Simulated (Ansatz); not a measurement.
# Lattice dynamics of BiAu3 (built on the sites of a database entry of Cu3Sb)

Task: relax BiAu3 (built on the sites of a database entry of Cu3Sb), then find its harmonic phonons.

Method: DFT LDA, scalar-relativistic, plane waves, norm-conserving pseudopotentials, in Ansatz 0.2.0.

The structure was built from a prototype and need not be the compound's stable phase.

## Step 1: The starting structure

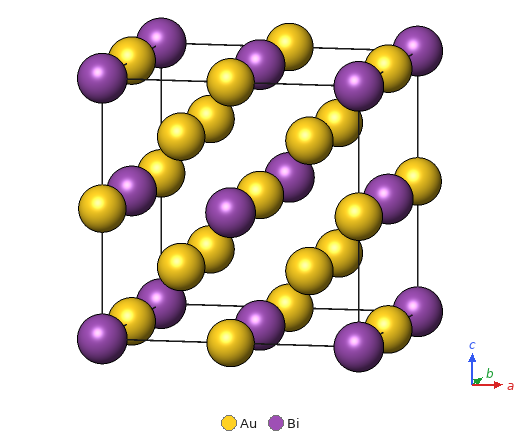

The starting structure, seen slightly off an axis (gold yellow, bismuth purple). This picture shows the conventional cell, with its axes. Some periodic images of atoms are drawn too.

## Step 2: Rough relaxation

The start is far from rest, so a relaxation with loose tolerances brings it close first.

File input.yaml:

```yaml
crystal:
  lattice:
    - [0.0, 3.21263, 3.21263]
    - [3.21263, 0.0, 3.21263]
    - [3.21263, 3.21263, 0.0]
  atoms:
    - { symbol: Au, position: [0.5, 0.5, 0.5] }
    - { symbol: Au, position: [0.25, 0.25, 0.25] }
    - { symbol: Au, position: [0.75, 0.75, 0.75] }
    - { symbol: Bi, position: [0.0, 0.0, 0.0] }
kpoints:
  mp_grid: { grid: [6, 6, 6] }
hamiltonian:
  xc: lda
  pseudopotentials: { kind: nc }
scf:
  occupations: { method: gaussian, width: 0.1 }
output:
  forces: true
  stress: true
  eigenvalues: true
relax:
  adjacent_minimum: "off"
  f_tol: 0.05
  max_steps: 80
  cell: { stress_tol: 0.5 }
```

Launch:

```bash
$ ansatz run input.yaml --threads 8 --pin off --max-ram 14336MiB --backend cpu --events-out ev --progress --plain --runs-dir out
```

Numbers of over 12 decimals in the logs are rounded to 6 here.

The program printed:

```text
The last accepted step is kept in <dir> (removed where the run ends without a failure and the disk answers)
Engine: ansatz 0.2.0, x86_64-unknown-linux-gnu
Pseudopotentials: kind: nc
Pseudopotential: Au, nc, valence charge 19, recommended cutoff 1034.032677 eV (normal), Au.nc.azcp (PseudoDojo's, or run here from an input of PseudoDojo's: the run reads no file of this project's for it)
[...]
F+E_penalty+E_count = -14267.34416742 eV   max|allowed force component| = 1.272e-17 eV/Å   (the final SCF, on the basis selected at the relaxed cell)
  cell:  # Å, volume = 77.5460 Å³
    - [0, 3.384620, 3.384620]
    - [3.384620, 0, 3.384620]
    - [3.384620, 3.384620, 0]
  atoms:
    - { symbol: Au, position: [0.500000, 0.500000, 0.500000] }
    - { symbol: Au, position: [0.250000, 0.250000, 0.250000] }
    - { symbol: Au, position: [0.75, 0.75, 0.75] }
    - { symbol: Bi, position: [0, 0, 0] }
[key lines of the parts left out:]
SCF converged after 4 iterations
Free energy (F): -14267.344167 eV
Fermi energy:    18.517563 eV
P = ⅓ Tr σ = 0.3297 GPa (3.297 kbar)
```

Run time: 17 s. Hardware: 8 threads of AMD EPYC 7571, shared host; peak memory 0.88 GiB.

Relaxation path:

```csv
step,energy less that of the first step (eV),largest force component (eV/Å),pressure (GPa),volume (Å³)
1,0.0000,0.0000,32.63,66.32
2,-0.9730,0.0000,2.01,76.49
3,-0.9790,0.0000,0.52,77.27
4,-0.9794,0.0000,0.01,77.55
5*,-0.9883,0.0000,0.33,77.55
```

Relaxation steps marked * repeat the geometry before them on a plane-wave basis chosen anew for their cell, so energy and pressure can jump there.

Forces are held to the 48 operations that the run works with; a distortion that breaks them can't arise in this run.

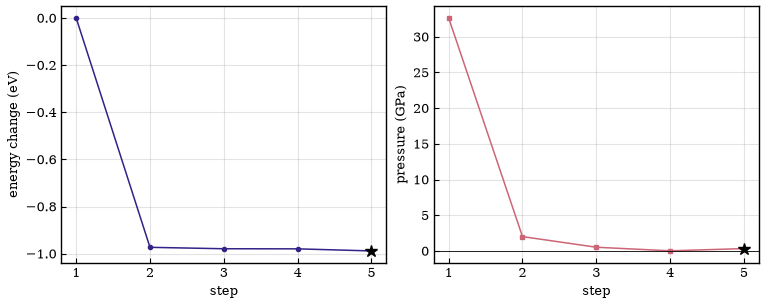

Energy and pressure along the relaxation. Stars mark steps on a basis chosen anew.

```csv
"conventional cell, symmetrised",before,after,change
a (Å),6.425,6.769,+5.4 %
b (Å),6.425,6.769,+5.4 %
c (Å),6.425,6.769,+5.4 %
volume (Å³/atom),16.58,19.39,+16.9 %
```

This step gave:

| Quantity | Value |
| --- | --- |
| pressure | 0.3297 GPa |
| volume per atom | 19.39 Å³ |
| gap on the k-mesh | 0 eV |

In this step the volume went from 16.58 to 19.39 Å³/atom.

## Step 3: Relaxation

The cell and atoms are relaxed, since residual forces and stress would shift the frequencies.

File input.yaml:

```yaml
crystal:
  lattice:
    - [0.0, 3.3846196166, 3.3846196166]
    - [3.3846196166, 0.0, 3.3846196166]
    - [3.3846196166, 3.3846196166, 0.0]
  atoms:
    - { symbol: Au, position: [0.5, 0.5, 0.5] }
    - { symbol: Au, position: [0.25, 0.25, 0.25] }
    - { symbol: Au, position: [0.75, 0.75, 0.75] }
    - { symbol: Bi, position: [0.0, 0.0, 0.0] }
kpoints:
  mp_grid: { grid: [12, 12, 12] }
hamiltonian:
  xc: lda
  pseudopotentials: { kind: nc }
scf:
  occupations: { method: gaussian, width: 0.1 }
output:
  forces: true
  stress: true
  eigenvalues: true
  write_density: true
  write_potential: true
  elf: true
  volumetric_format: npy
relax:
  adjacent_minimum: "off"
  f_tol: 0.005
  max_steps: 80
  cell: { stress_tol: 0.05 }
```

The program printed:

```text
[...]
Crystal: 4 atoms, lattice volume = 77.546 Å³
Basis set: ecut = 1034.032677 eV, 5961 PW (Γ)
Bands: 44, of which v1, the nominal top of the filled ones, is band 36 counted from 1 (35 counted from 0)
Symmetry: 48 space group operations
[...]
k-points: 72 of 1728
[...]
SCF iter   1: F=—  HF=-14270.214494 eV  |F-HF|=—  |Δ(HF+E_count)|=         —  Δρ=9.84e-2  dr2=1.04e1  ethr=3.10e-3  ⟨swp⟩=10.1  Hψ=14696  notcnv=0  defer=51
[...]
SCF iter   8: F=-14267.412583 eV  HF=-14267.412583 eV  |F-HF|=1.40e-9  |Δ(HF+E_count)|=   5.09e-8  Δρ=4.91e-6  dr2=1.13e-8  ethr=1.39e-10  ⟨swp⟩=23.3  Hψ=33798  notcnv=0
SCF 1 converged in 8 iterations: F = -14267.412583 eV  dr2 = 1.13e-8
relax step   1: F+E_penalty+E_count = -14267.41258257 eV  Δ(F+E_penalty+E_count) = +0.000e0 eV  max|allowed force component| = 2.544e-17 eV/Å  Δτ_max = 0.0000 Å  P = -0.123 GPa  Ω = 77.546 Å³  (8 SCF iters, dr2 threshold 1.00e-7 eV, accepted)
Crystal: 4 atoms, lattice volume = 77.323 Å³
Basis set: ecut = 1034.032677 eV, 5817 PW (Γ)
[...]
SCF iter   5: F=-14267.412502 eV  HF=-14267.412502 eV  |F-HF|=8.35e-10  |Δ(HF+E_count)|=   1.90e-8  Δρ=2.19e-6  dr2=1.81e-9  ethr=5.29e-11  ⟨swp⟩=15.3  Hψ=27212  notcnv=0
SCF 2 converged in 5 iterations: F = -14267.412502 eV  dr2 = 1.81e-9
relax step   2: F+E_penalty+E_count = -14267.41250237 eV  Δ(F+E_penalty+E_count) = +8.020e-5 eV  max|allowed force component| = 1.156e-16 eV/Å  Δτ_max = 0.0000 Å  P = +0.265 GPa  Ω = 77.323 Å³  energy of the carried Pulay correction = +1.754e-5 eV  (5 SCF iters, dr2 threshold 3.81e-8 eV, rejected (line search))
Crystal: 4 atoms, lattice volume = 77.475 Å³
[...]
SCF iter   6: F=-14267.412616 eV  HF=-14267.412616 eV  |F-HF|=7.28e-12  |Δ(HF+E_count)|=  1.60e-10  Δρ=2.24e-7  dr2=2.17e-11  ethr=1.00e-12  ⟨swp⟩=9.4  Hψ=23241  notcnv=0
SCF 3 converged in 6 iterations: F = -14267.412616 eV  dr2 = 2.17e-11
relax step   3: F+E_penalty+E_count = -14267.41261565 eV  Δ(F+E_penalty+E_count) = -3.307e-5 eV  max|allowed force component| = 1.180e-16 eV/Å  Δτ_max = 0.0000 Å  P = -0.001 GPa  Ω = 77.475 Å³  energy of the carried Pulay correction = +5.579e-6 eV  (6 SCF iters, accepted)
[...]
SCF iter   1: F=—  HF=-14267.412821 eV  |F-HF|=—  |Δ(HF+E_count)|=         —  Δρ=1.01e-6  dr2=4.67e-10  ethr=5.86e-8  ⟨swp⟩=6.1  Hψ=29102  notcnv=0
eigensolver tolerance schedule: the retry pair's looser diagonalisation over-reported the residual by 90353.86 of it (diagonalisation noise at an unbounded share of the residual, at the tolerance the schedule requests for it); recorded, not acted on — ethr = c·dr2/N_el stays at c = 1.0e-1
[...]
SCF iter   2: F=—  HF=-14267.412611 eV  |F-HF|=—  |Δ(HF+E_count)|=   2.10e-4  Δρ=6.83e-7  dr2=2.24e-10  ethr=1.00e-12  ⟨swp⟩=4.8  Hψ=10387  notcnv=0
[...]
SCF iter   4: F=-14267.412611 eV  HF=-14267.412611 eV  |F-HF|=1.09e-11  |Δ(HF+E_count)|=  1.82e-11  Δρ=1.83e-7  dr2=1.70e-11  ethr=1.00e-12  ⟨swp⟩=13.3  Hψ=22322  notcnv=0
SCF 4 converged in 4 iterations: F = -14267.412611 eV  dr2 = 1.70e-11
relax step   4: F+E_penalty+E_count = -14267.41261089 eV  Δ(F+E_penalty+E_count) = +4.758e-6 eV  max|allowed force component| = 1.203e-16 eV/Å  Δτ_max = 0.0000 Å  P = -0.001 GPa  Ω = 77.475 Å³  stress off target by 8.33e-4 GPa  SCF on the basis re-selected at this cell (its energy is not comparable with the rows above)  (4 SCF iters)
basis re-selected at this cell: Δ(F+E_penalty+E_count) = +4.758e-6 eV, ΔP = -0.000 GPa vs the last step (what re-selecting the basis moved, of the pressure what is left beyond the Pulay correction that the steps carried, after the strain that the cell walked since its last selection, with what the two solves' SCF thresholds leave and, on support functions, any second-order correction that the steps lacked; it is no m [...]
SCF converged after 4 iterations
Free energy (F): -14267.412611 eV
[...]
Internal energy: -14267.405867 eV  (E = F + TS)
E sigma→0 (E₀):  -14267.409239 eV
Entropy (-TS):   -0.006744 eV (-1.686 meV/atom)
Fermi energy:    18.639812 eV
[...]
--- Stress (GPa, compression-positive) ---
       -0.000833       0.000000       0.000000
        0.000000      -0.000833      -0.000000
        0.000000      -0.000000      -0.000833
  P = ⅓ Tr σ = -0.0008 GPa (-0.008 kbar)
--- Band table (eV; the first three rows and the last of 72) ---
  k-point 0: bands = [... 32 lower, 15.2922, 15.2922, 19.5916, 19.7879, 19.7879, 19.7879, 22.4229, 22.4229, ... 4 higher]
  k-point 1: bands = [... 32 lower, 15.3168, 15.3168, 19.3977, 19.7708, 19.7708, 19.7910, 21.9009, 22.2974, ... 4 higher]
  k-point 2: bands = [... 32 lower, 15.3696, 15.3696, 18.6970, 19.7284, 19.7284, 19.9750, 21.2539, 22.0379, ... 4 higher]
  k-point 71: bands = [... 32 lower, 15.2409, 15.6846, 15.6846, 15.7909, 20.7808, 21.5272, 21.9075, 21.9075, ... 4 higher]
--- Relaxed structure (3 steps of the walk, 2 accepted, 1 SCFs on fresh bases) ---
[...]
cell:  # Å, volume = 77.4750 Å³
    - [0, 3.383586, 3.383586]
    - [3.383586, 0, 3.383586]
    - [3.383586, 3.383586, 0]
  atoms:
    - { symbol: Au, position: [0.500000, 0.500000, 0.500000] }
    - { symbol: Au, position: [0.250000, 0.250000, 0.250000] }
    - { symbol: Au, position: [0.75, 0.75, 0.75] }
    - { symbol: Bi, position: [0, 0, 0] }
```

Wall time 69 s (8 threads); peak memory 1.2 GiB; 8.5 min of CPU time.

Little changed from the start: no atom moved by 0.005 Å and no cell edge by 0.1 %.

This step gave:

```
pressure        : -8.33e-4 GPa
volume per atom : 19.37 Å³
```

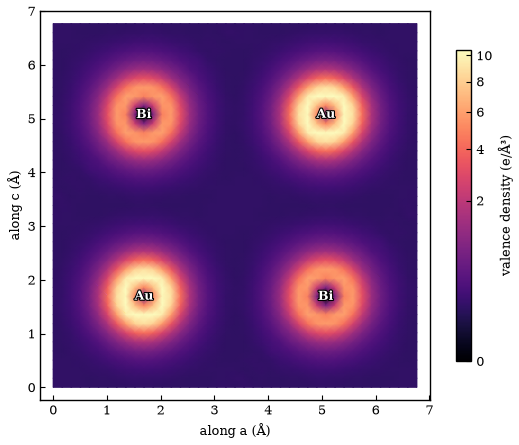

Valence density in the ac plane of the conventional cell at fractional y = 0.000, with atoms of Au and Bi within 0.2 Å of it. It is the smooth field of the valence electrons, not physical close to the nuclei. The map starts off the cell's origin, so that atoms lie inside it. The colour scale is stretched toward low values.

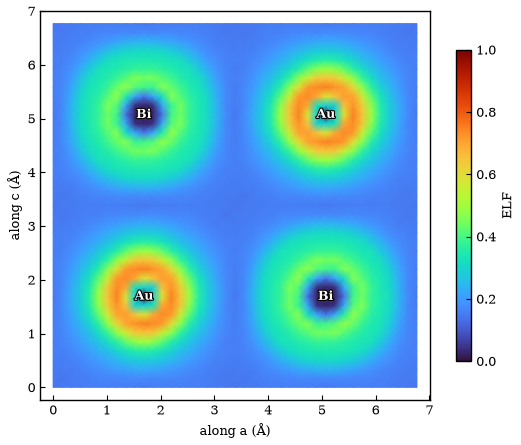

ELF in the ac plane of the conventional cell at fractional y = 0.000, with atoms of Au and Bi within 0.2 Å of it. It is the smooth field of the valence electrons, not physical close to the nuclei. The map starts off the cell's origin, so that atoms lie inside it.

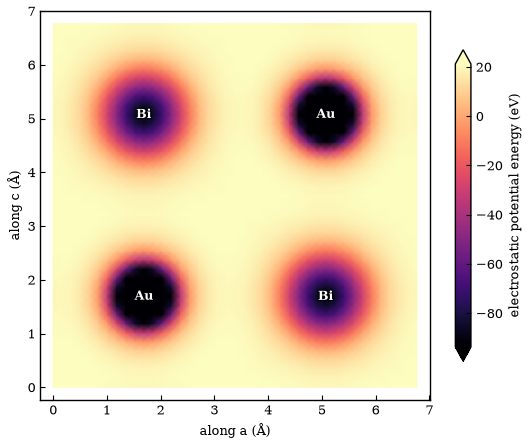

Electrostatic potential energy in the ac plane of the conventional cell at fractional y = 0.000, with atoms of Au and Bi within 0.2 Å of it. With pseudopotentials it is smooth inside the atoms' cores, unlike the true potential. The map starts off the cell's origin, so that atoms lie inside it.

In this step the volume went from 19.39 to 19.37 Å³/atom.

## Step 4: Relaxing to small forces for the phonons

Phonons need a cell at rest on their own settings, so the relaxation is repeated with tight tolerances on forces and stress on the k mesh and occupations of the first response run.

File input.yaml:

```yaml
crystal:
  lattice:
    - [0.0, 3.3835857138, 3.3835857138]
    - [3.3835857138, 0.0, 3.3835857138]
    - [3.3835857138, 3.3835857138, 0.0]
  atoms:
    - { symbol: Au, position: [0.5, 0.5, 0.5] }
    - { symbol: Au, position: [0.25, 0.25, 0.25] }
    - { symbol: Au, position: [0.75, 0.75, 0.75] }
    - { symbol: Bi, position: [0.0, 0.0, 0.0] }
kpoints:
  mp_grid: { grid: [12, 12, 12] }
hamiltonian:
  xc: lda
  pseudopotentials: { kind: nc }
scf:
  occupations: { method: methfessel_paxton, width: 0.2 }
output:
  forces: true
  stress: true
  eigenvalues: true
relax:
  adjacent_minimum: "off"
  f_tol: 0.001
  max_steps: 60
  cell: { stress_tol: 0.01 }
```

The program printed:

```text
[...]
Crystal: 4 atoms, lattice volume = 77.475 Å³
Basis set: ecut = 1034.032677 eV, 5817 PW (Γ)
Bands: 44, of which v1, the nominal top of the filled ones, is band 36 counted from 1 (35 counted from 0)
[... 1 set-up line as in the run before ...]
[...]
k-points: 72 of 1728
[...]
--- Relaxed structure (1 steps of the walk, 1 accepted, 1 SCFs on fresh bases) ---
[...]
cell:  # Å, volume = 77.4750 Å³
    - [0.0, 3.3835857138, 3.3835857138]
    - [3.3835857138, 0.0, 3.3835857138]
    - [3.3835857138, 3.3835857138, 0.0]
  atoms:
    - { symbol: Au, position: [0.5, 0.5, 0.5] }
    - { symbol: Au, position: [0.25, 0.25, 0.25] }
    - { symbol: Au, position: [0.750000, 0.750000, 0.750000] }
    - { symbol: Bi, position: [0.0, 0.0, 0.0] }
[key lines of the parts left out:]
SCF converged after 6 iterations
Free energy (F): -14267.408996 eV
Fermi energy:    18.637320 eV
P = ⅓ Tr σ = 0.0020 GPa (0.020 kbar)
```

Wall time 37 s (8 threads); peak memory 1.2 GiB; 4.6 min of CPU time.

Little changed from the start: no atom moved by 0.005 Å and no cell edge by 0.1 %.

Numbers from this step:

```
pressure : 0.002014 GPa
```

The forces vanish by symmetry and the pressure is 0.002 GPa, within the tolerances set. The cell now holds 19.37 Å³/atom.

## Step 5: Linear response at the zone centre

The zone centre is the only wavevector solved here; it holds the modes that light can see, as far as symmetry allows. No field response is asked, since the mesh shows no gap.

Edit input.yaml of step 4 so:

```diff
@@ -18,9 +18,4 @@
 output:
-  forces: true
-  stress: true
   eigenvalues: true
-relax:
-  adjacent_minimum: "off"
-  f_tol: 0.001
-  max_steps: 60
-  cell: { stress_tol: 0.01 }
+phonons:
+  method: dfpt
```

The program printed:

```text
zone centre: on kpoints.mp_grid the ground state, and the responses unless they are solved on pairs of k-points, stand on 163 of the mesh's 1728 k-points, reduced under 8 symmetry operations, with k and −k counted as one. Each operation leaves every solved displacement unchanged or reverses it
[...]
Crystal: 4 atoms, lattice volume = 77.475 Å³
Basis set: ecut = 1034.032677 eV, 5817 PW (Γ), exchange–correlation on 108×108×108 points (8 copies of the dense FFT grid, shifted against one another)
Bands: 44, of which v1, the nominal top of the filled ones, is band 36 counted from 1 (35 counted from 0)
[... 1 set-up line as in the run before ...]
k-points: 163 of 1728 (irreducible under 8 space group operations, time reversal used)
[...]
SCF iter   1: F=—  HF=-14270.207579 eV  |F-HF|=—  |Δ(HF+E_count)|=         —  Δρ=9.84e-2  dr2=1.04e1  ethr=3.10e-3  ⟨swp⟩=10.4  Hψ=32715  notcnv=0  defer=6
[...]
SCF iter  11: F=-14267.408996 eV  HF=-14267.408996 eV  |F-HF|=3.64e-12  |Δ(HF+E_count)|=  3.64e-12  S|Δr|=    0.00e0  Δρ=3.66e-8  dr2=5.98e-13  ethr=1.00e-12  ⟨swp⟩=18.6  Hψ=53760  notcnv=0
SCF 1 converged in 11 iterations: F = -14267.408996 eV  dr2 = 5.98e-13
DFPT response loops at Γ: preconditioner auto → Kerker (q_TF=auto, 2.695 Å⁻¹) (partly filled bands, converged f_vac=0.000); β = 1.00, the filter's whole step (`scf.mixing.beta` (0.50) is not read by the response loops under this deck's `scf.mixing.preconditioner`; to damp them name `kerker` or `kerker_dos`, under which they read `scf.mixing.beta`, and type it under 1.00, their step now; both keys bind the ground state too); Broyden in place of MSR1
SCF converged after 11 iterations
[...]
Free energy (F): -14267.408996 eV
[...]
Internal energy: -14267.410850 eV  (E = F + TS)
E sigma→0 (E₀):  -14267.409460 eV
Entropy (-TS):   0.001854 eV (0.464 meV/atom)
Fermi energy:    18.637320 eV
[...]
--- Band table (eV; the first three rows and the last of 163) ---
  k-point 0: bands = [... 32 lower, 15.2926, 15.2926, 19.5918, 19.7879, 19.7879, 19.7879, 22.4230, 22.4230, ... 4 higher]
  k-point 1: bands = [... 32 lower, 15.3174, 15.3174, 19.3979, 19.7709, 19.7709, 19.7911, 21.9010, 22.2975, ... 4 higher]
  k-point 2: bands = [... 32 lower, 15.3702, 15.3702, 18.6972, 19.7285, 19.7285, 19.9751, 21.2541, 22.0380, ... 4 higher]
  k-point 162: bands = [... 32 lower, 15.2412, 15.6851, 15.6851, 15.7914, 20.7809, 21.5274, 21.9076, 21.9076, ... 4 higher]
--- Phonons (Γ-DFPT): 3 representative perturbations + reference, on 163 of 1728 k-points (Σ response iterations 11) ---
  k mesh reduced under 8 symmetry operations, with k and −k counted as one. Each operation leaves every solved displacement unchanged or reverses it
  ASR residual: 5.733e-4 → 0.000e0 eV/Å²; symmetrization residual: 7.332e-5 eV/Å²
  ASR residual per site (eV/Å²): 1.89e-5 6.29e-5 6.29e-5 5.73e-4
  Γ frequencies (cm⁻¹): 0.00 0.00 0.00 54.66 54.66 54.66 72.49 72.49 72.49 88.45 88.45 88.45
  non-analytic LO–TO correction: not included (Born effective charges unavailable; polar crystals: no LO–TO splitting at Γ)
```

Wall time 5 min (8 threads); peak memory 5 GiB; 38 min of CPU time.

The column dr2 measures how far the density is from self-consistency, as an energy; F and HF (Harris–Foulkes) agree once it is small.

Numbers from this step:

- sum-rule residual before enforcement: 5.73e-4 eV/Å²
- point group: m-3m
- highest optical mode at the zone centre (no LO-TO term): 88.45 cm⁻¹
- lowest optical zone-centre mode: 54.66 cm⁻¹

Patterns of degenerate modes are one choice out of their space. The modes at Γ (shares of kinetic energy by element, %):

```csv
mode,frequency (cm⁻¹),symmetry,Au %,Bi %
1,0.0,acoustic,74,26
2,0.0,acoustic,74,26
3,0.0,acoustic,74,26
4,54.7,T1u,42,58
5,54.7,T1u,42,58
6,54.7,T1u,42,58
7,72.5,T2g,100,0
8,72.5,T2g,100,0
9,72.5,T2g,100,0
10,88.5,T1u,84,16
11,88.5,T1u,84,16
12,88.5,T1u,84,16
```

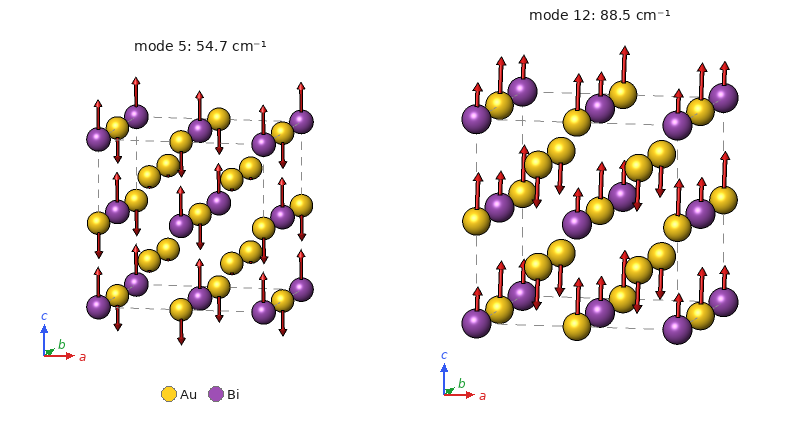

Displacement patterns of modes 5 and 12 at Γ; arrows are exaggerated. Some periodic images of atoms are drawn too.

Before it was imposed, the acoustic sum rule was missed by 5.7e-4 eV/Å². Small misses are needed for a sound result but don't prove that mesh and cutoff are converged. The lowest optical mode is real, 54.7 cm⁻¹.

## Step 6: Summary of results

```
space group after relaxation (within 0.01 Å)            : Fm-3m
volume per atom                                         : 19.4 Å³
electronic character                                    : no gap on this mesh
highest optical mode at the zone centre (no LO-TO term) : 88.5 cm⁻¹
lowest optical zone-centre mode                         : 54.7 cm⁻¹
imaginary modes at Γ (the only wavevector solved)       : none
```

What this shows: The structure is stable against zone-centre distortions, since no mode there is imaginary; other wavevectors were not solved, so zone-boundary instabilities are untested. The optical modes at Γ span 55 to 88 cm⁻¹. No dispersion was computed. The highest mode in this list at Γ, 88.5 cm⁻¹, is mostly motion of Au (84 % of the kinetic energy). With no gap, or one that is small against the smearing, the frequencies hang on the k mesh and the smearing, most of all near Kohn anomalies. Spin-orbit coupling is left out, which can matter for the heavy elements here. The starting cell was built on a prototype and not taken from a measurement, so the phase need not exist. These are harmonic frequencies at zero temperature: anharmonic shifts, linewidths and thermal expansion are left out.

[Logs are printed without paths, hosts, clocks, repeated set-up lines and the standing remarks that a program may print on its own settings, such as how far it seeks lower states.]

[Hosts, paths, dates, database ids (printed as entryN), source tags and the programs' standing remarks are cut or masked in the printed files.]
